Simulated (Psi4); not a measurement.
# Geometry relaxation of BH3 (part 1 of 2)

BH3, computed with PBE0/def2-TZVP, RKS, dispersion D4 (Psi4 1.11).

The geometry comes from this level: PBE0-D4/def2-TZVP.

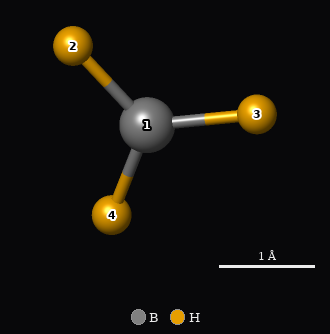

The starting structure (ball-and-stick view, seen at a tilt; atoms are numbered from 1 in the order of the input). Bond lengths as drawn: B–H 1.19 Å.

### Key numbers

- outcome: converged
- total energy: −26.566323 hartree
- dispersion energy: −0.000497 hartree
- basis functions: 49
- HOMO: −9.92 eV
- LUMO: −1.95 eV
- dipole moment: 0.00 D
- hardware: 1 thread of Intel Xeon (Granite Rapids), 32 GiB of memory available, shared host
- wall time: 5.4 s
- peak memory: 0.36 GiB

### Input file (job.in)
```
memory 1600 mb

molecule m {
  0 1
  B      0.013900    -0.015100    -0.005100
  H      0.982200     0.381700     0.568800
  H     -0.276200    -1.171800     0.043000
  H     -0.664400     0.744900    -0.626900
}

set {
  basis        def2-TZVP
  geom_maxiter 60
}

e = opt("pbe0-d4")
```

Command:
```bash
psi4 -n 1 job.in job.out
```

### The program's output
```
Psi4 1.11 release

gradient() will perform analytic gradient computation.

   => Loading Basis Set <=

    Name: DEF2-TZVP
    Role: ORBITAL
    Keyword: BASIS

   => PBE0-D4(BJ,EEQ)ATM: Empirical Dispersion <=

        a1 =       0.400856
        a2 =       5.029288
       alp =      16.000000
        s6 =       1.000000
        s8 =       1.200655
        s9 =       1.000000
        ga =       3.000000
        gc =       2.000000
        wf =       6.000000

         ---------------------------------------------------------
                                   SCF
                              RKS Reference
                        1 Threads,   1525 MiB Core
         ---------------------------------------------------------

  ==> Geometry <==

    Molecular point group: c1
    Full point group: C1

    Geometry (in Angstrom), charge = 0, multiplicity = 1:

       Center              X                  Y                   Z               Mass
    ------------   -----------------  -----------------  -----------------  -----------------
         B            0.000007181934    -0.000007181934    -0.000014363868    11.009305360000
         H            0.968307181934     0.396792818066     0.573885636132     1.007825032230
         H           -0.290092818066    -1.156707181934     0.048085636132     1.007825032230
         H           -0.678292818066     0.759992818066    -0.621814363868     1.007825032230

  Running in c1 symmetry.

  Rotational constants: A =      7.82926  B =      7.82820  C =      3.91436 [cm^-1]
  Rotational constants: A = 234715.19328  B = 234683.61580  C = 117349.70254 [MHz]
  Nuclear repulsion =    7.418838234776623

  Charge       = 0
  Multiplicity = 1
  Electrons    = 8
  Nalpha       = 4
  Nbeta        = 4

  ==> Algorithm <==

  SCF Algorithm Type is DF.
  DIIS enabled.
  MOM disabled.
  Fractional occupation disabled.
  Guess Type is SAD.
  Energy threshold   = 1.00e-08
  Density threshold  = 1.00e-08
  Integral threshold = 1.00e-12

  ==> Primary Basis <==

  Basis Set: DEF2-TZVP
    Blend: DEF2-TZVP
    Number of shells: 23
    Number of basis functions: 49
    Number of Cartesian functions: 54
    Spherical Harmonics?: true
    Max angular momentum: 3

  ==> DFT Potential <==

   => LibXC <=

    Version 7.1.2

   => Composite Functional: PBE0-D4BJEEQATM <=

    PBE0-d4bjeeqatm Hyb-GGA Exchange-Correlation Functional

    Deriv               =              1
    GGA                 =           TRUE
    Meta                =          FALSE

    Exchange Hybrid     =           TRUE
    MP2 Hybrid          =          FALSE

   => Exchange Functionals <=

    0.7500   Perdew, Burke & Ernzerhof

   => Exact (HF) Exchange <=

    0.2500               HF

   => Correlation Functionals <=

    1.0000   Perdew, Burke & Ernzerhof

   => LibXC Density Thresholds  <==

    XC_HYB_GGA_XC_PBEH:  1.00E-15

   => Molecular Quadrature <=

    Radial Scheme          =       TREUTLER
    Pruning Scheme         =           NONE
    Nuclear Scheme         =       TREUTLER

    Blocking Scheme        =         OCTREE
    BS radius alpha        =              1
    Pruning alpha          =              1
    Radial Points          =             75
    Spherical Points       =            302
    Total Points           =          88157
    Total Blocks           =            721
    Max Points             =            256
    Max Functions          =             49
    Weights Tolerance      =       1.00E-15

   => Loading Basis Set <=

    Name: (DEF2-TZVP AUX)
    Role: JKFIT
    Keyword: DF_BASIS_SCF

  ==> Integral Setup <==

  DFHelper Memory: AOs need 0.003 GiB; user supplied 0.995 GiB.
  SCF_SUBTYPE=INCORE selected. In-core MEM_DF algorithm will be used.
  Using in-core AOs.

  ==> MemDFJK: Density-Fitted J/K Matrices <==

    J tasked:                   Yes
    K tasked:                   Yes
    wK tasked:                   No
    Memory [MiB]:              1018
    Algorithm:                 Core
    Schwarz Cutoff:           1E-12
    Mask sparsity (%):       0.0000
    Fitting Condition:        1E-10

   => Auxiliary Basis Set <=

  Basis Set: (DEF2-TZVP AUX)
    Blend: DEF2-UNIVERSAL-JKFIT
    Number of shells: 43
    Number of basis functions: 129
    Number of Cartesian functions: 149
    Spherical Harmonics?: true
    Max angular momentum: 4

  Cached 100.0% of DFT collocation blocks in 0.123 [GiB].

  Minimum eigenvalue in the overlap matrix is 8.8994894650E-03.
  Reciprocal condition number of the overlap matrix is 1.5735639062E-03.
    Using symmetric orthogonalization.

  ==> Pre-Iterations <==

  SCF Guess: Superposition of Atomic Densities via on-the-fly atomic UHF (no occupation information).

   -------------------------
    Irrep   Nso     Nmo
   -------------------------
     A         49      49
   -------------------------
    Total      49      49
   -------------------------

  ==> Iterations <==

                           Total Energy        Delta E     RMS |[F,P]|

   @DF-RKS iter SAD:   -26.01218751462698   -2.60122e+01   0.00000e+00
   @DF-RKS iter   1:   -26.52250676896915   -5.10319e-01   5.01530e-03 DIIS/ADIIS
   @DF-RKS iter   2:   -26.55054977561048   -2.80430e-02   3.04004e-03 DIIS/ADIIS
   @DF-RKS iter   3:   -26.56629170710759   -1.57419e-02   1.42753e-04 DIIS/ADIIS
   @DF-RKS iter   4:   -26.56632293683290   -3.12297e-05   7.07070e-06 DIIS
   @DF-RKS iter   5:   -26.56632301829875   -8.14658e-08   4.94823e-07 DIIS
   @DF-RKS iter   6:   -26.56632301881727   -5.18526e-10   2.65334e-08 DIIS
   @DF-RKS iter   7:   -26.56632301881909   -1.82254e-12   5.13938e-09 DIIS
  Energy and wave function converged.

  ==> Post-Iterations <==

   Electrons on quadrature grid:
      Ntotal   =    7.9999996771 ; deviation = -3.229e-07

    Orbital Energies [Eh]
    ---------------------

    Doubly Occupied:

       1A     -6.799740     2A     -0.530966     3A     -0.364554
       4A     -0.364545

    Virtual:

       5A     -0.071689     6A      0.074402     7A      0.106013
       8A      0.106015     9A      0.157965    10A      0.168968
      11A      0.168973    12A      0.170250    13A      0.385771
      14A      0.385775    15A      0.445535    16A      0.445546
      17A      0.471283    18A      0.608391    19A      0.721001
      20A      0.721028    21A      0.722694    22A      0.888010
      23A      0.888023    24A      0.928203    25A      1.348553
      26A      1.497668    27A      1.497682    28A      1.508368
      29A      1.711422    30A      1.711433    31A      1.781662
      32A      1.781669    33A      1.801077    34A      1.835033
      35A      1.925450    36A      1.925469    37A      2.106142
      38A      2.106233    39A      2.325534    40A      2.426480
      41A      2.426550    42A      2.792153    43A      2.792178
      44A      2.905376    45A      2.966323    46A      2.966378
      47A      3.000158    48A      3.338254    49A     14.454916

    Final Occupation by Irrep:
              A
    DOCC [     4 ]
    NA   [     4 ]
    NB   [     4 ]

  @DF-RKS Final Energy:   -26.56632301881909

   => Energetics <=

    Nuclear Repulsion Energy =              7.4188382347766231
    One-Electron Energy =                 -49.0880533768530967
    Two-Electron Energy =                  18.9589227607416575
    DFT Exchange-Correlation Energy =      -3.8555336881911026
    Empirical Dispersion Energy =          -0.0004969492931762
    VV10 Nonlocal Energy =                  0.0000000000000000
    Total Energy =                        -26.5663230188190944

Computation Completed

Properties will be evaluated at   0.000000,   0.000000,   0.000000 [a0]

Properties computed using the SCF density matrix

 Multipole Moments:

 ------------------------------------------------------------------------------------
     Multipole            Electronic (a.u.)      Nuclear  (a.u.)        Total (a.u.)
 ------------------------------------------------------------------------------------

 L = 1.  Multiply by 2.5417464519 to convert [e a0] to [Debye]
 Dipole X            :          0.0001052           -0.0000804            0.0000248
 Dipole Y            :         -0.0000918            0.0000804           -0.0000114
 Dipole Z            :         -0.0002226            0.0001608           -0.0000618
 Magnitude           :                                                    0.0000676

 ------------------------------------------------------------------------------------

	total time  =          3 seconds =       0.05 minutes

         ------------------------------------------------------------
                                   SCF GRAD
         ------------------------------------------------------------

  ==> Geometry <==

    Molecular point group: c1
    Full point group: C1

    Geometry (in Angstrom), charge = 0, multiplicity = 1:

       Center              X                  Y                   Z               Mass
    ------------   -----------------  -----------------  -----------------  -----------------
         B            0.000007181934    -0.000007181934    -0.000014363868    11.009305360000
         H            0.968307181934     0.396792818066     0.573885636132     1.007825032230
         H           -0.290092818066    -1.156707181934     0.048085636132     1.007825032230
         H           -0.678292818066     0.759992818066    -0.621814363868     1.007825032230

  Nuclear repulsion =    7.418838234776623

  ==> Basis Set <==

  Basis Set: DEF2-TZVP
    Blend: DEF2-TZVP
    Number of shells: 23
    Number of basis functions: 49
    Number of Cartesian functions: 54
    Spherical Harmonics?: true
    Max angular momentum: 3

  ==> DFJKGrad: Density-Fitted SCF Gradients <==

    Gradient:                    1
    J tasked:                  Yes
    K tasked:                  Yes
    wK tasked:                  No
    Integrals threads:           1
    Memory [MiB]:             1144
    Schwarz Cutoff:          1E-12
    Fitting Condition:       1E-10

   => Auxiliary Basis Set <=

  Basis Set: (DEF2-TZVP AUX)
    Blend: DEF2-UNIVERSAL-JKFIT
    Number of shells: 43
    Number of basis functions: 129
    Number of Cartesian functions: 149
    Spherical Harmonics?: true
    Max angular momentum: 4

  ==> DFT Potential <==

   => LibXC <=

    Version 7.1.2

   => Composite Functional: PBE0-D4BJEEQATM <=

    PBE0-d4bjeeqatm Hyb-GGA Exchange-Correlation Functional

    Deriv               =              1
    GGA                 =           TRUE
    Meta                =          FALSE

    Exchange Hybrid     =           TRUE
    MP2 Hybrid          =          FALSE

   => Exchange Functionals <=

    0.7500   Perdew, Burke & Ernzerhof

   => Exact (HF) Exchange <=

    0.2500               HF

   => Correlation Functionals <=

    1.0000   Perdew, Burke & Ernzerhof

   => LibXC Density Thresholds  <==

    XC_HYB_GGA_XC_PBEH:  1.00E-15

   => Molecular Quadrature <=

    Radial Scheme          =       TREUTLER
    Pruning Scheme         =           NONE
    Nuclear Scheme         =       TREUTLER

    Blocking Scheme        =         OCTREE
    BS radius alpha        =              1
    Pruning alpha          =              1
    Radial Points          =             75
    Spherical Points       =            302
    Total Points           =          88157
    Total Blocks           =            721
    Max Points             =            256
    Max Functions          =             49
    Weights Tolerance      =       1.00E-15

  -Total Gradient:
     Atom            X                  Y                   Z
    ------   -----------------  -----------------  -----------------
       1       -0.000000071115     0.000003058986    -0.000022127058
       2        0.000017656582     0.000017011407     0.000015532429
       3       -0.000011815192    -0.000029319203     0.000005330096
       4       -0.000006413029     0.000010896751     0.000000476259

	total time  =          0 seconds =       0.00 minutes

    			-----------------------------------------

    			 OPTKING 3.0: for geometry optimizations

    			        with contributions from

    			-----------------------------------------

	                            ===> Fragment 1 <==

	 Z (Atomic Numbers)          Masses                          Geom
	       5.000000            11.009305          0.00001357 -0.00001357 -0.00002714
	       1.000000             1.007825          1.82983538  0.74982975  1.08448668
	       1.000000             1.007825         -0.54819598 -2.18585978  0.09086868
	       1.000000             1.007825         -1.28178766  1.43617828 -1.17505885

	 - Coordinate -           - BOHR/RAD -       - ANG/DEG -
	 R(1,2)           =         2.255368           1.193489
	 R(1,3)           =         2.255376           1.193493
	 R(1,4)           =         2.255296           1.193451
	 B(2,1,3)         =         2.094449         120.003116
	 B(2,1,4)         =         2.094310         119.995137
	 B(3,1,4)         =         2.094426         120.001746
	 O(2,1,3,4)       =        -0.000197          -0.011309
	 O(3,1,2,4)       =         0.000197           0.011308
	 O(4,1,2,3)       =        -0.000197          -0.011309

	        --- Internal Coordinate Step in ANG or DEG, aJ/ANG or AJ/DEG ---
	-------------------------------------------------------------------------------
	           Coordinate      Previous         Force          Change          New
	           ----------      --------        ------          ------        ------
	               R(1,2)       1.19349       -0.00023       -0.00006       1.19343
	               R(1,3)       1.19349       -0.00026       -0.00007       1.19343
	               R(1,4)       1.19345       -0.00008       -0.00002       1.19343
	             B(2,1,3)     120.00312       -0.00000       -0.00229     120.00082
	             B(2,1,4)     119.99514        0.00000        0.00282     119.99796
	             B(3,1,4)     120.00175       -0.00000       -0.00110     120.00064
	           O(2,1,3,4)      -0.01131        0.00000        0.25060       0.23930
	           O(3,1,2,4)       0.01131       -0.00000       -0.25060      -0.23929
	           O(4,1,2,3)      -0.01131        0.00000        0.25060       0.23930
	-------------------------------------------------------------------------------

	                                 ==> Convergence Check <==

	Measures of convergence in internal coordinates in au.

	Criteria marked as inactive (o), active & met (*), and active & unmet ( ).

	----------------------------------------------------------------------------------------------~
	   Step    Total Energy     Delta E     Max Force     RMS Force      Max Disp      RMS Disp   ~
	----------------------------------------------------------------------------------------------~
	  Convergence Criteria     1.00e-06 *    3.00e-04 *             o    1.20e-03 *             o~
	----------------------------------------------------------------------------------------------~
	     1     -26.56632302   -2.66e+01      3.19e-05 *    1.51e-05 o    4.37e-03      2.53e-03 o  ~
	----------------------------------------------------------------------------------------------
```
